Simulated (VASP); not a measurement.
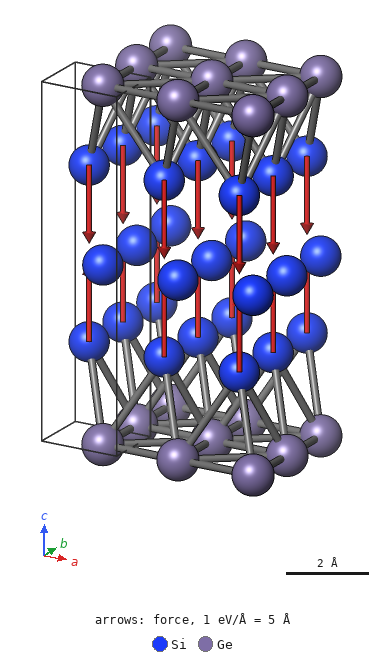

Starting geometry of crystalline Si$_{3}$Ge (a generated structure, set up in P-6m2) with the computed forces as red arrows. The picture is a ball-and-stick view of the cell of the calculation, repeated 3 × 3 × 1 with one cell outlined, seen slightly off an axis.

The run lets cell and atoms move.

Theory: VASP 6.6.1, Kohn-Sham DFT of a periodic cell, PBE, VASP PAW PBE potentials, recommended.

Input
```
SYSTEM = Si3Ge
PREC = Normal
ENCUT = 520
EDIFF = 1E-4
ISMEAR = 0
SIGMA = 0.15
LREAL = .FALSE.
LASPH = .TRUE.
NELM = 60
ALGO = Fast
ISIF = 3
LWAVE = .FALSE.
LCHARG = .FALSE.
GGA = PE
IBRION = 2
NSW = 24
EDIFFG = -0.08
```

Command:
```bash
cat potpaw_PBE.64/Si/POTCAR potpaw_PBE.64/Ge_d/POTCAR > POTCAR
mpirun -np 1 vasp_std > vasp.out
```

Q: Is this structure relaxed? If not, where do the atoms go?

A: It isn't relaxed: the largest force vector, on Si atoms, is 0.40 eV/Å. The atoms end up moving mostly along the starting forces (cosine between the two patterns 1.00). The largest moves relative to the cell, 0.074 Å, are those of Si atoms. Ge stays in place. The drawn cell changes as follows: a = b 2.740 → 2.780 Å (+1.4 %), c 8.984 → 9.489 Å (+5.6 %); the volume changes by +8.7 %. Among the contacts that change: Ge–Si 2.777 → 2.958 Å, Ge–Ge 2.740 → 2.780 Å. The space group stays P-6m2 (No. 187). The energy falls by 38.0 meV per atom in 9 geometry steps. The largest force component goes from 0.4 to 0.066 eV/Å. Pressure: 7.46 GPa at the start and −0.62 GPa at the end. It ran on 1 thread of Intel(R) Xeon(R) 6975P-C (Granite Rapids), on a shared host.
